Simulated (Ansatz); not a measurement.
## Electronic structure of GeKNO in real space

Input

```
crystal:
  periodic: [false, false, false]
  atoms:
    - {symbol: Ge, position_ang: [-1.602835, -2.000566, 0.175116]}
    - {symbol: K, position_ang: [-0.023028, -2.048705, 3.875406]}
    - {symbol: N, position_ang: [-0.784163, -1.889711, 1.619313]}
    - {symbol: O, position_ang: [-2.405956, -2.104537, -1.258281]}
basis:
  gaussian:
    orbitals: def2-TZVPD
hamiltonian:
  xc: {name: PBE0}
output: {forces: true, orbitals: {seedname: orbitals}}
```

Command:

```sh
ansatz run input.yaml --threads 1 --pin off --max-ram 2610MiB --events-out events.jsonl --progress --plain --runs-dir runs
```

Geometry: r2SCAN-D4/def2-SVP.

Method: isolated molecule in a Gaussian basis; Kohn-Sham density functional theory, functional PBE0 in Ansatz 0.2.0.

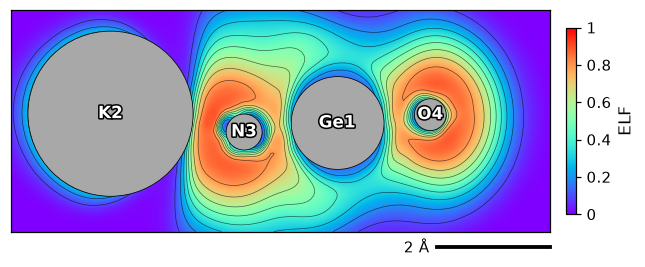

Figure 1. Electron localisation function on the molecular plane. Grey discs cover the atomic cores.

### Read the bonding off the picture.

The plane passes through Ge, K, N and O nuclei.
Ge–O (1.65 Å): the ELF peaks at about 0.75 in the valence shell of O, 0.6 Å from its nucleus, and is about 0.35 at the midpoint.
Ge–N (1.66 Å): the ELF peaks at about 0.70 in the valence shell of N, 0.6 Å from its nucleus, and is about 0.35 at the midpoint.
K–N (2.39 Å): the ELF peaks at about 0.90 in the valence shell of N, 0.7 Å from its nucleus, and drops to about 0.10 between the two atoms; an ionic contact with no shared pair.
The ELF also peaks beside O4, away from the bonds: lone-pair regions.

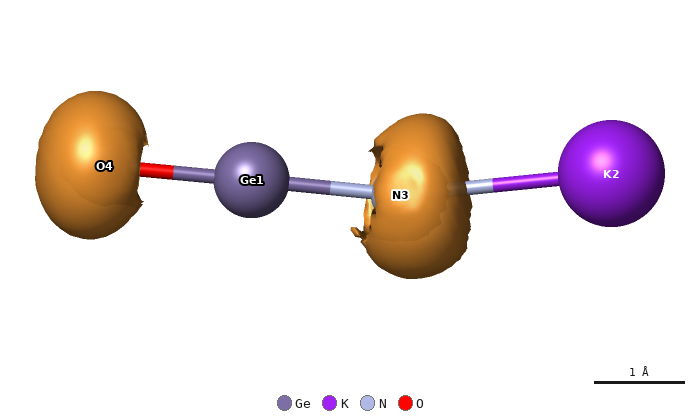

Figure 2. Isosurface of the ELF at 0.8 (orange), seen at a tilt. Only the valence region is drawn (cores and ρ < 0.01 e/Å³ removed).

### Where are the electrons localised?

The ELF exceeds this value in one region wrapped around N (its valence shell) and one region wrapped around O (its valence shell).

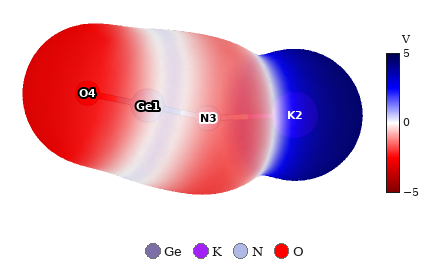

Figure 3. The electrostatic potential painted on the density surface at 0.002 e/bohr³, seen at a tilt; red is negative and blue positive.

### Where is the surface potential most negative and most positive?

The most negative region (about −2.9 V) lies over O4, the most positive (about +4.4 V) over K2. O4 is the likeliest acceptor of a hydrogen bond.

### What dipole moment does the calculation give?

Its dipole moment is 13.18 D.
